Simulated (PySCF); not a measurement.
C3H14BNSi (SMILES C[BH2-][NH2+]C[SiH2]C)

Input file:

```
{"job": {"kind": "uv", "xc": "B3LYP", "basis": "def2-SVPD", "nstates": 8, "ntriplets": 3}, "charge": 0, "multiplicity": 1}
C     -2.805501     0.747997    -1.015382
B     -2.101238    -0.103353     0.175568
N     -0.510122    -0.159551    -0.238976
C      0.367847    -0.899582     0.674306
Si     2.192542    -0.922204     0.092069
C      2.816270     0.870574     0.043297
H     -2.693283     0.275445    -1.993423
H     -3.874044     0.844970    -0.839764
H     -2.410850     1.762702    -1.100585
H     -2.138376     0.443583     1.237236
H     -2.462207    -1.241118     0.221905
H     -0.207350     0.807141    -0.314661
H     -0.477798    -0.566979    -1.169234
H      0.263795    -0.446597     1.661742
H     -0.034189    -1.909475     0.764390
H      2.989087    -1.736380     1.009727
H      2.217571    -1.491076    -1.263897
H      2.689335     1.363475     1.003871
H      3.873965     0.902694    -0.199986
H      2.299397     1.468412    -0.703961
```

Run with:

```sh
OMP_NUM_THREADS=1 python probes_run.py task.json out
```

Geometry: GFN2-xTB.

Level of theory: B3LYP/def2-SVPD, SCF density, gas phase (PySCF 2.14.0).

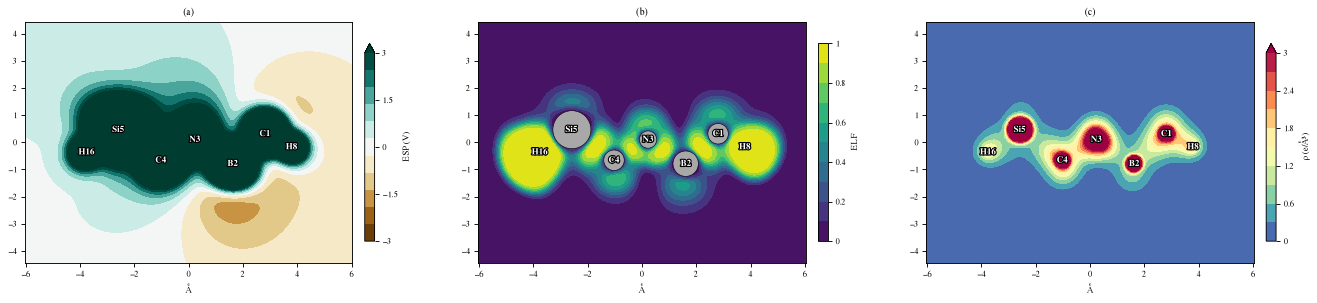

Figure 1. (a) electrostatic potential; (b) electron localisation function; (c) total electron density on the plane of atoms C1, B2 and N3. Grey discs cover the atomic cores in the ELF map.

**Read the bonding off the picture.**

The section cuts through C, B, N, Si and H sites.
C–N (1.47 Å): ρ at the midpoint is about 1.9 e/Å³; the ELF peaks at about 0.95 between the atoms (a shared electron pair).
C–B (1.62 Å): ρ at the midpoint is about 1.3 e/Å³; the ELF peaks at about 1 between the atoms (localised, covalent bonding).
B–N (1.65 Å): ρ at the midpoint is about 1.2 e/Å³; the ELF peaks at about 0.95 between the atoms: a polar covalent bond.
C–Si (1.92 Å): ρ is about 0.93 e/Å³ halfway; the ELF peaks at about 1 between the atoms: a covalent bond.
C–H (1.09 Å): the density is about 1.9 e/Å³ at the midpoint; the ELF climbs to about 1 towards the hydrogen, as it does in any bond to H (an ordinary covalent bond to hydrogen).
Outside the dense part of the molecule the potential is most negative (−1.7 V) near H11, which lies off the plane.

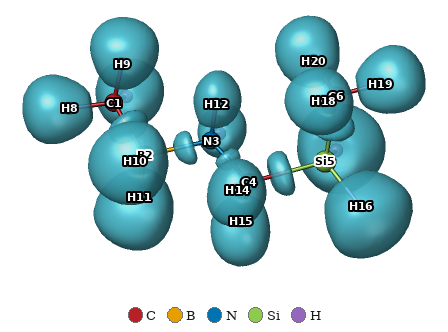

Figure 2. Isosurface of the ELF at 0.85 (cyan), seen at a tilt. Core shells and regions of very low density are left out.

**What do the ELF domains correspond to?**

At this value the surface marks out one region between bonded B–C atoms (shared pairs), one region between bonded B–N atoms (shared pairs), one region between bonded C–N atoms (shared pairs), two regions between bonded C–Si atoms (shared pairs) and 14 regions around hydrogen nuclei.

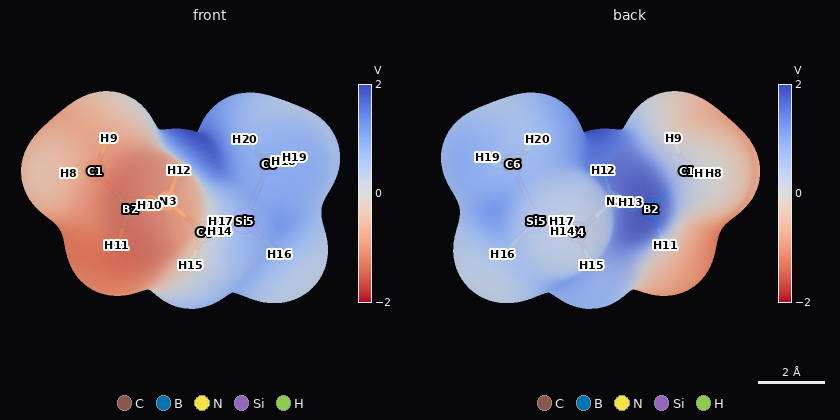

Figure 3. The molecular electrostatic potential painted on the density surface at 0.001 e/bohr³, seen from the front and from behind; the colour scale runs from red (negative) to blue (positive).

**Which sites attract a positive test charge, and which a negative one?**

A positive charge is drawn to the negative regions and a negative charge to the positive ones. The most negative region (about −1.4 V) lies over H10, the most positive (about +1.9 V) over H12 and H13.

**What dipole moment does the calculation give?**

Its dipole moment is 5.25 D.
